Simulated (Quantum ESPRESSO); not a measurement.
# Constrained canting in MnI2, part 2 of 3

Wanted: bilinear and biquadratic couplings of MnI2 from constrained non-collinear runs.

Quantum ESPRESSO 7.5; LDA with U = 4 eV on Mn d (ortho-atomic projectors); plane waves with GBRV 1.5 LDA potentials, no spin-orbit coupling.

So far, largest spin moment in the atom's sphere (μB): step 2 (the collinear order that defines the sublattices) 4.61; step 3 (the parallel state in the same cell) 4.62.

The database entry behind the starting cell has ideal inner coordinates that were not refined, so it need not match the best structure at ambient conditions.

**4. Angle 0°, no penalty**

The two sets tilt by half the angle to either side of z. A collinear state is stationary and needs no penalty.

The input, pw.in:

```
&CONTROL
  calculation = 'scf'
  prefix = 'pwscf'
  outdir = './tmp'
  pseudo_dir = './pseudo'
  disk_io = 'nowf'
/
&SYSTEM
  ibrav = 0
  celldm(1) = 8
  nat = 6
  ntyp = 2
  ecutwfc = 34
  ecutrho = 238
  nbnd = 78
  occupations = 'smearing'
  smearing = 'fd'
  degauss = 0.00734986
  noncolin = .true.
  starting_magnetization(1) = 0.3073
  angle1(1) = 0
  angle2(1) = 0
  starting_magnetization(2) = 0
  nosym = .true.
/
&ELECTRONS
  conv_thr = 6d-08
  electron_maxstep = 150
  mixing_beta = 0.3
/
ATOMIC_SPECIES
Mn     54.9380 mn_lda_v1.5.uspp.F.UPF
I     126.9045 i_lda_v1.uspp.F.UPF
CELL_PARAMETERS alat
   0.9826575848054    0.0000000000000    0.0000000000000
  -0.9826575848054    1.7020128633054    0.0000000000000
   0.0000000000000    0.0000000000000    1.6109915212435
ATOMIC_POSITIONS crystal
Mn      0.0000000000    0.0000000000    0.0000000000
Mn      0.0000000000    0.5000000000    0.0000000000
I       0.3333333333    0.3333333334    0.2500000000
I       0.3333333333    0.8333333333    0.2500000000
I       0.6666666667    0.1666666666    0.7500000000
I       0.6666666667    0.6666666666    0.7500000000
K_POINTS automatic
4 2 2 0 0 0
HUBBARD {ortho-atomic}
U Mn-3d 4.0000
```

Launch:

```bash
$ OMP_NUM_THREADS=1 mpirun -n 4 pw.x -nk 2 -in pw.in > pw.out
```

Log:

```text
[banner, memory and clock lines left out]
Program PWSCF v.7.5 starts

     Found identity + (  0.0000 -0.5000  0.0000) symmetry
     This is a supercell, fractional translations are disabled

     bravais-lattice index     =            0
     lattice parameter (alat)  =       8.0000  a.u.
     unit-cell volume          =    1379.5208 (a.u.)^3
     number of atoms/cell      =            6
     number of atomic types    =            2
     number of electrons       =        58.00
     number of Kohn-Sham states=           78
     kinetic-energy cutoff     =      34.0000  Ry
     charge density cutoff     =     238.0000  Ry
     scf convergence threshold =      6.0E-08
     mixing beta               =       0.3000
     number of iterations used =            8  plain     mixing
     Exchange-correlation= SLA  PZ   NOGX NOGC
                           (   1   1   0   0   0   0   0)
     Noncollinear calculation without spin-orbit

     Hubbard projectors: ortho-atomic
     Hubbard parameters of DFT+U (Dudarev formulation) in eV:
     U(Mn-3d) =  4.0000

     Internal variables: lda_plus_u =T, lda_plus_u_kind = 0

     Internal variables: orbital_resolved =F, hub_pot_fix =F, apply_U = F

     [... lines left out ...]
     PseudoPot. # 1 for Mn read from file:
     mn_lda_v1.5.uspp.F.UPF
     Pseudo is Ultrasoft + core correction, Zval = 15.0

     PseudoPot. # 2 for I  read from file:
     i_lda_v1.uspp.F.UPF
     Pseudo is Ultrasoft + core correction, Zval =  7.0

     atomic species   valence    mass     pseudopotential
     Mn               15.00    54.93800     Mn( 1.00)
     I                 7.00   126.90450     I ( 1.00)

     No symmetry found

   Cartesian axes

     site n.     atom                  positions (alat units)
         1        Mn     tau(   1) = (   0.0000000   0.0000000   0.0000000  )
         2        Mn     tau(   2) = (  -0.4913288   0.8510064   0.0000000  )
         3        I      tau(   3) = (  -0.0000000   0.5673376   0.4027479  )
         4        I      tau(   4) = (  -0.4913288   1.4183441   0.4027479  )
         5        I      tau(   5) = (   0.4913288   0.2836688   1.2082436  )
         6        I      tau(   6) = (   0.0000000   1.1346752   1.2082436  )

     number of k points=    16  Fermi-Dirac smearing, width (Ry)=  0.0073

     Dense  grid:    85399 G-vectors     FFT dimensions: (  40,  80,  64)

     Smooth grid:    36941 G-vectors     FFT dimensions: (  30,  60,  48)

     Check: negative core charge=   -0.000008
     Generating pointlists ...
     new r_m :   0.2870 (alat units)  2.2960 (a.u.) for type    1
     new r_m :   0.2870 (alat units)  2.2960 (a.u.) for type    2

     Initial potential from superposition of free atoms

     starting charge      56.9995, renormalised to      58.0000

     STARTING HUBBARD OCCUPATIONS:

     ================= HUBBARD OCCUPATIONS ================
     ------------------------ ATOM    1 ------------------------
     Tr[ns(  1)] (up, down, total) =   5.00000  0.00000  5.00000
     [... lines left out ...]
     Atomic magnetic moment mx, my, mz =     0.000000    0.000000    5.000000
     ------------------------ ATOM    2 ------------------------
     Tr[ns(  2)] (up, down, total) =   5.00000  0.00000  5.00000
     [... lines left out ...]
     Atomic magnetic moment mx, my, mz =     0.000000    0.000000    5.000000

     Number of occupied Hubbard levels =   10.0000

     atom number    1 relative position :    0.0000   0.0000   0.0000
     charge :    13.805385  (integrated on a sphere of radius 0.287)
     magnetization :          0.000000    0.000000    4.166110
     magnetization/charge:    0.000000    0.000000    0.301774
     polar coord.: r, theta, phi [deg] :     4.166110    0.000000  360.000000

     atom number    2 relative position :   -0.4913   0.8510   0.0000
[...]
================= HUBBARD OCCUPATIONS ================
     ------------------------ ATOM    1 ------------------------
     Tr[ns(  1)] (up, down, total) =   4.97141  0.15469  5.12610
     [... lines left out ...]
     Atomic magnetic moment mx, my, mz =     0.000000   -0.000000    4.816717
     ------------------------ ATOM    2 ------------------------
     Tr[ns(  2)] (up, down, total) =   4.97149  0.15469  5.12618
     [... lines left out ...]
     Atomic magnetic moment mx, my, mz =     0.000000   -0.000000    4.816807

     Number of occupied Hubbard levels =   10.2523

     Threshold (ethr) on eigenvalues was too large:
     Diagonalizing with lowered threshold

     Davidson diagonalization with overlap
     ethr =  6.33E-04,  avg # of iterations =  2.5

     total energy              =    -681.04704772 Ry
     estimated scf accuracy    <       0.40006387 Ry

     total magnetization       =     0.00     0.00    10.00 Bohr mag/cell
     absolute magnetization    =    10.00 Bohr mag/cell

     [... further iterations left out ...]

     iteration # 11     ecut=    34.00 Ry     beta= 0.30
     Davidson diagonalization with overlap
     ethr =  1.26E-10,  avg # of iterations =  2.0

     atom number    1 relative position :    0.0000   0.0000   0.0000
     charge :    13.552704  (integrated on a sphere of radius 0.287)
     magnetization :          0.000000   -0.000000    4.620751
     magnetization/charge:    0.000000   -0.000000    0.340947
     polar coord.: r, theta, phi [deg] :     4.620751    0.000000  360.000000

     atom number    2 relative position :   -0.4913   0.8510   0.0000
     charge :    13.552705  (integrated on a sphere of radius 0.287)
     magnetization :          0.000000   -0.000000    4.620750
     magnetization/charge:    0.000000   -0.000000    0.340947
     polar coord.: r, theta, phi [deg] :     4.620750    0.000000  360.000000

     atom number    3 relative position :   -0.0000   0.5673   0.4027
     charge :     4.729199  (integrated on a sphere of radius 0.287)
     magnetization :         -0.000000   -0.000000    0.052584
     magnetization/charge:   -0.000000   -0.000000    0.011119
     polar coord.: r, theta, phi [deg] :     0.052584    0.000000  360.000000

     atom number    4 relative position :   -0.4913   1.4183   0.4027
     charge :     4.729199  (integrated on a sphere of radius 0.287)
     magnetization :         -0.000000   -0.000000    0.052584
     magnetization/charge:   -0.000000   -0.000000    0.011119
     polar coord.: r, theta, phi [deg] :     0.052584    0.000000  360.000000

     atom number    5 relative position :    0.4913   0.2837   1.2082
     charge :     4.729199  (integrated on a sphere of radius 0.287)
     magnetization :         -0.000000   -0.000000    0.052584
     magnetization/charge:   -0.000000   -0.000000    0.011119
     polar coord.: r, theta, phi [deg] :     0.052584    0.000000  360.000000

     atom number    6 relative position :    0.0000   1.1347   1.2082
     charge :     4.729199  (integrated on a sphere of radius 0.287)
     magnetization :         -0.000000   -0.000000    0.052584
     magnetization/charge:   -0.000000   -0.000000    0.011119
     polar coord.: r, theta, phi [deg] :     0.052584    0.000000  360.000000

     End of self-consistent calculation

     ================= HUBBARD OCCUPATIONS ================
     ------------------------ ATOM    1 ------------------------
     Tr[ns(  1)] (up, down, total) =   4.99055  0.26434  5.25490
     [... lines left out ...]
     Atomic magnetic moment mx, my, mz =     0.000000   -0.000000    4.726208
     ------------------------ ATOM    2 ------------------------
     Tr[ns(  2)] (up, down, total) =   4.99055  0.26435  5.25490
     [... lines left out ...]
     Atomic magnetic moment mx, my, mz =     0.000000   -0.000000    4.726207

     Number of occupied Hubbard levels =   10.5098
     [... lines left out ...]
     the Fermi energy is     5.5178 ev

!    total energy              =    -681.11964216 Ry
     estimated scf accuracy    <          1.2E-09 Ry
     smearing contrib. (-TS)   =      -0.00000036 Ry
     internal energy E=F+TS    =    -681.11964180 Ry

     The total energy is F=E-TS. E is the sum of the following terms:
     one-electron contribution =    -409.47061644 Ry
     hartree contribution      =     220.32002024 Ry
     xc contribution           =    -242.37197465 Ry
     ewald contribution        =    -249.67059269 Ry
     Hubbard energy            =       0.07352175 Ry

     total magnetization       =     0.00    -0.00    10.00 Bohr mag/cell
     absolute magnetization    =    10.00 Bohr mag/cell

     convergence has been achieved in  11 iterations
```

Wall time 89 s (4 MPI ranks of Arm Neoverse V1, shared host); peak memory 0.88 GiB; 5.9 min of CPU time.

Spin moment in the atom's sphere by atom:

```
atom  x (μB)  y (μB)  z (μB)  size
 Mn1    0.00    0.00    4.62  4.62
 Mn2    0.00    0.00    4.62  4.62
  I3    0.00    0.00    0.05  0.05
  I4    0.00    0.00    0.05  0.05
  I5    0.00    0.00    0.05  0.05
  I6    0.00    0.00    0.05  0.05
```

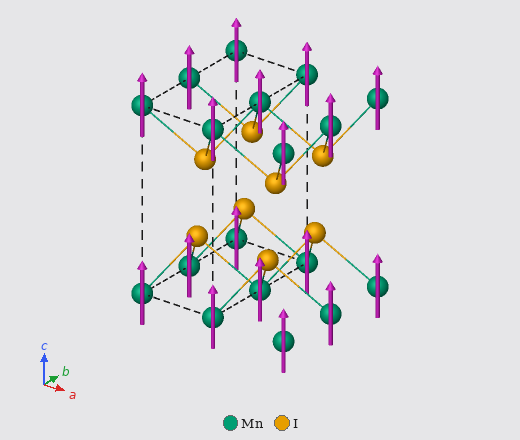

Spin moment in the atom's sphere as arrows, the longest 4.62 μB. Bonds to atoms that aren't drawn are left out. 2×1×1 cells are drawn. Some periodic images of atoms are drawn too.

Read from the output:

| Quantity | Value |
| --- | --- |
| smearing term TS | 4.89e-6 eV |
| magnetization | 0, 0, 10 μB |
| absolute magnetization | 10 μB |
| final state | ferromagnetic |

**5. Angle 30°, lambda 1 Ry**

A penalty pulls the polar angle of each moment to the typed one; its size and its azimuth are free.

pw.in, as its differences from that of step 4:

```diff
@@ -11,3 +11,3 @@
   nat = 6
-  ntyp = 2
+  ntyp = 3
   ecutwfc = 34
@@ -20,5 +20,12 @@
   starting_magnetization(1) = 0.3073
-  angle1(1) = 0
+  angle1(1) = 15.001
   angle2(1) = 0
-  starting_magnetization(2) = 0
+  starting_magnetization(2) = 0.3073
+  angle1(2) = 15.001
+  angle2(2) = 180
+  starting_magnetization(3) = 0.0071
+  angle1(3) = 0
+  angle2(3) = 0
+  constrained_magnetization = 'atomic direction'
+  lambda = 1
   nosym = .true.
@@ -31,3 +38,4 @@
 ATOMIC_SPECIES
-Mn     54.9380 mn_lda_v1.5.uspp.F.UPF
+Mn1    54.9380 mn_lda_v1.5.uspp.F.UPF
+Mn2    54.9380 mn_lda_v1.5.uspp.F.UPF
 I     126.9045 i_lda_v1.uspp.F.UPF
@@ -38,4 +46,4 @@
 ATOMIC_POSITIONS crystal
-Mn      0.0000000000    0.0000000000    0.0000000000
-Mn      0.0000000000    0.5000000000    0.0000000000
+Mn1     0.0000000000    0.0000000000    0.0000000000
+Mn2     0.0000000000    0.5000000000    0.0000000000
 I       0.3333333333    0.3333333334    0.2500000000
@@ -47,2 +55,3 @@
 HUBBARD {ortho-atomic}
-U Mn-3d 4.0000
+U Mn1-3d 4.0000
+U Mn2-3d 4.0000
```

Log:

```text
     [... lines left out ...]
Program PWSCF v.7.5 starts
     [... lines left out ...]
     number of atoms/cell      =            6
     [... lines left out ...]
     number of electrons       =        58.00
     number of Kohn-Sham states=           78
     kinetic-energy cutoff     =      34.0000  Ry
     charge density cutoff     =     238.0000  Ry
     scf convergence threshold =      6.0E-08
     [... lines left out ...]
     Noncollinear calculation without spin-orbit
     [... lines left out ...]
     No symmetry found
     [... lines left out ...]
     number of k points=    16  Fermi-Dirac smearing, width (Ry)=  0.0073
     [... lines left out ...]
     iteration # 10     ecut=    34.00 Ry     beta= 0.30
     [... lines left out ...]
     constraint energy (Ry) =      0.00000130
     atom number    1 relative position :    0.0000   0.0000   0.0000
     [... lines left out ...]
     magnetization :          1.193885   -0.000059    4.463026
     [... lines left out ...]
     atom number    2 relative position :   -0.4913   0.8510   0.0000
[...]
magnetization :         -1.193898   -0.000010    4.463023
[...]
atom number    3 relative position :   -0.0000   0.5673   0.4027
[...]
magnetization :         -0.001711   -0.000000    0.050833
[...]
atom number    4 relative position :   -0.4913   1.4183   0.4027
     [... lines left out ...]
     magnetization :          0.001710   -0.000000    0.050833
     [... lines left out ...]
     atom number    5 relative position :    0.4913   0.2837   1.2082
     [... lines left out ...]
     magnetization :          0.001710   -0.000000    0.050833
     [... lines left out ...]
     atom number    6 relative position :    0.0000   1.1347   1.2082
     [... lines left out ...]
     magnetization :         -0.001709   -0.000000    0.050833
     [... lines left out ...]
     Tr[ns(  1)] (up, down, total) =   4.90999  0.34504  5.25503
     [... lines left out ...]
     Tr[ns(  2)] (up, down, total) =   4.90999  0.34504  5.25503
     [... lines left out ...]
     the Fermi energy is     5.5159 ev
!    total energy              =    -681.11963063 Ry
     estimated scf accuracy    <       0.00000003 Ry
     smearing contrib. (-TS)   =      -0.00000035 Ry
     [... lines left out ...]
     total magnetization       =    -0.00    -0.00     9.66 Bohr mag/cell
     absolute magnetization    =     9.99 Bohr mag/cell
     [... lines left out ...]
     convergence has been achieved in  10 iterations
```

The job ended after 88 s (4 MPI ranks; peak memory 0.87 GiB).

Spin moment in the atom's sphere by atom:

```csv
atom,x (μB),y (μB),z (μB),size
Mn1,1.19,0.00,4.46,4.62
Mn2,-1.19,0.00,4.46,4.62
I3,0.00,0.00,0.05,0.05
I4,0.00,0.00,0.05,0.05
I5,0.00,0.00,0.05,0.05
I6,0.00,0.00,0.05,0.05
```

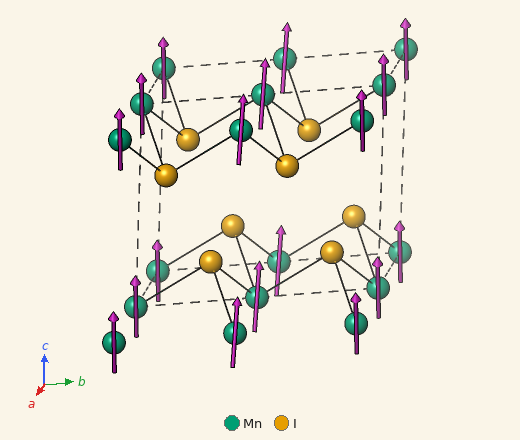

Spin moment in the atom's sphere as arrows, the longest 4.62 μB. Bonds to atoms that aren't drawn are left out. 2×1×1 cells are drawn. Some periodic images of atoms are drawn too.

This step gave:

* smearing term TS: 4.77e-6 eV
* magnetization: 0, 0, 9.659 μB
* absolute magnetization: 9.988 μB
* penalty energy: 0.0177 meV
* final state: non-collinear

**6. Angle 60°, lambda 1 Ry**

The input, pw.in:

```
&CONTROL
  calculation = 'scf'
  prefix = 'pwscf'
  outdir = './tmp'
  pseudo_dir = './pseudo'
  disk_io = 'nowf'
/
&SYSTEM
  ibrav = 0
  celldm(1) = 8
  nat = 6
  ntyp = 4
  ecutwfc = 34
  ecutrho = 238
  nbnd = 78
  occupations = 'smearing'
  smearing = 'fd'
  degauss = 0.00734986
  noncolin = .true.
  starting_magnetization(1) = 0.3073
  angle1(1) = 30
  angle2(1) = 0
  starting_magnetization(2) = 0.3073
  angle1(2) = 30
  angle2(2) = 180
  starting_magnetization(3) = 0.0073
  angle1(3) = 11.31
  angle2(3) = 180
  starting_magnetization(4) = 0.0073
  angle1(4) = 11.31
  angle2(4) = 0
  constrained_magnetization = 'atomic direction'
  lambda = 1
  nosym = .true.
/
&ELECTRONS
  conv_thr = 6d-08
  electron_maxstep = 150
  mixing_beta = 0.3
/
ATOMIC_SPECIES
Mn1    54.9380 mn_lda_v1.5.uspp.F.UPF
Mn2    54.9380 mn_lda_v1.5.uspp.F.UPF
I1    126.9045 i_lda_v1.uspp.F.UPF
I2    126.9045 i_lda_v1.uspp.F.UPF
CELL_PARAMETERS alat
   0.9826575848054    0.0000000000000    0.0000000000000
  -0.9826575848054    1.7020128633054    0.0000000000000
   0.0000000000000    0.0000000000000    1.6109915212435
ATOMIC_POSITIONS crystal
Mn1     0.0000000000    0.0000000000    0.0000000000
Mn2     0.0000000000    0.5000000000    0.0000000000
I1      0.3333333333    0.3333333334    0.2500000000
I2      0.3333333333    0.8333333333    0.2500000000
I2      0.6666666667    0.1666666666    0.7500000000
I1      0.6666666667    0.6666666666    0.7500000000
K_POINTS automatic
4 2 2 0 0 0
HUBBARD {ortho-atomic}
U Mn1-3d 4.0000
U Mn2-3d 4.0000
```

Log:

```text
     [... lines left out ...]
Program PWSCF v.7.5 starts
     [... lines left out ...]
     number of atoms/cell      =            6
     [... lines left out ...]
     number of electrons       =        58.00
     number of Kohn-Sham states=           78
     kinetic-energy cutoff     =      34.0000  Ry
     charge density cutoff     =     238.0000  Ry
     scf convergence threshold =      6.0E-08
     [... lines left out ...]
     Noncollinear calculation without spin-orbit
     [... lines left out ...]
     No symmetry found
     [... lines left out ...]
     number of k points=    16  Fermi-Dirac smearing, width (Ry)=  0.0073
     [... lines left out ...]
     iteration # 59     ecut=    34.00 Ry     beta= 0.30
     [... lines left out ...]
     Error in routine c_bands (1):
     too many bands are not converged
 %%%%%%%%%%%%%%%%%%%%%%%%%%%%%%%%%%%%%%%%%%%%%%%%%%%%%%%%%%%%%%%%%%%%%%%%%%%%%%
     stopping ...
[key lines of the parts left out:]
total magnetization       =    -0.01    -0.01     8.71 Bohr mag/cell
total energy              =    -687.47854396 Ry
```

The job ended after 30 min (4 MPI ranks; peak memory 0.91 GiB).

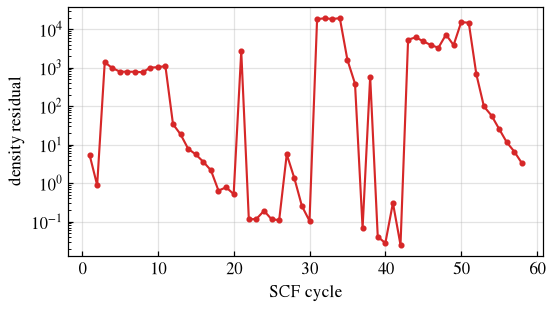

Residual by cycle in this run.

The run stopped without converging, so none of its numbers is a property of the system.

After 58 cycles the residual stands at 3.3, against 0.10 at cycle 30 and a least value of 0.025.

The program's message: “c_bands (1): too many bands are not converged”

(Part 2 of 3 ends here.)

[Logs and program files are shortened in this print: banners, set-up blocks, solver, clock and traceback lines can be left out without a mark of their own.]

[Logs are printed without paths, hosts, clocks, repeated set-up lines and the standing remarks that a program may print on its own settings, such as how far it seeks lower states.]

[Hosts, paths, dates, database ids (printed as entryN), source tags and the programs' standing remarks are cut or masked in the printed files.]

[Where a cell is said to come from a database of computed structures, the database is the Materials Project.]
